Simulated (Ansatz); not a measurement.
Two G0W0 runs on InAs (F-43m).

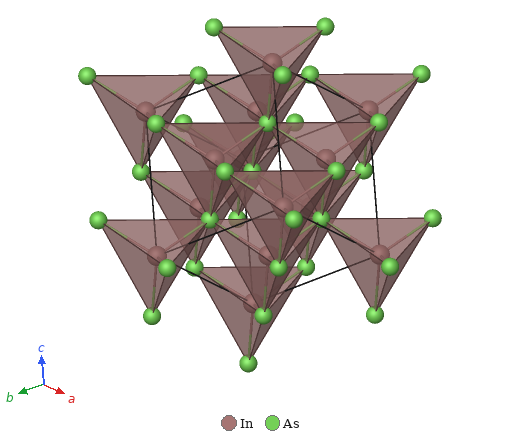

The structure (indium brown, arsenic green). Some periodic images of atoms are drawn too.

The database entry behind the starting cell differs from later determinations by our own check (about 0.4 % short), so it need not match the best structure at ambient conditions.

The structure is cubic, space group F-43m (No. 216). The conventional cell has a = 6.036 Å, b = 6.036 Å, c = 6.036 Å, α = 90.00°, β = 90.00°, γ = 90.00°. Nearest to In lie 4 As at 2.61 Å. Nearest to As lie 4 In at 2.61 Å. Farther neighbours are not listed.

```cif
data_structure
_symmetry_space_group_name_H-M 'P 1'
_symmetry_Int_Tables_number 1
_cell_length_a 4.2681
_cell_length_b 4.2681
_cell_length_c 4.2681
_cell_angle_alpha 60.000
_cell_angle_beta 60.000
_cell_angle_gamma 60.000
_cell_volume 54.98
loop_
_atom_site_label
_atom_site_type_symbol
_atom_site_fract_x
_atom_site_fract_y
_atom_site_fract_z
_atom_site_occupancy
In1 In 0.00000 0.00000 0.00000 1
As2 As 0.25000 0.25000 0.25000 1
```

The cell and positions come from the Crystallography Open Database and are kept as given unless a step says otherwise.

The first (Ansatz 0.2.0; start r2SCAN, 4×4×4 mesh, 648 empty bands, screening to 300 eV, PAW set soft_1 files; 1 × NVIDIA H100 80GB HBM3 (shared by 6 runs) with 3 threads of AMD EPYC 7R13 (Zen 3), shared host) gave, on its mesh: starting gap 0.27 eV, G0W0 gap 0.42 eV, RPA ε∞ (mean) 607.37, 15 s.

**Question.** The second changes empty bands from 648 to 44 and screening cutoff (eV) from 300 to 150. What does it give?

It gave: starting gap 0.27 eV, G0W0 gap 0.54 eV, RPA ε∞ (mean) 602.67, 8.4 s. The G0W0 gap moves by +0.11 eV, +0.00 eV from the start and +0.11 eV from the correction. Σc changes by +0.59 eV at the valence top and +0.70 eV at the conduction bottom, and Σx − Vxc between them by +0.00 eV.

Limits: not at the basis limit; screening runs away on this mesh; no spin-orbit coupling; coarse k mesh.

[Paths, hosts, dates, memory and timing lines, banners, echoed tables and standing remarks are left out of the program output.]

[Logs are printed without paths, hosts, clocks, repeated set-up lines and the standing remarks that a program may print on its own settings, such as how far it seeks lower states.]

[Runs of the session that timed out or met a known fault of the program may be left out.]

[Cells called generated may have been cut or substituted from an entry of the Crystallography Open Database or the Materials Project.]

[Hosts, paths, dates, database ids (printed as entryN), source tags and the programs' standing remarks are cut or masked in the printed files.]
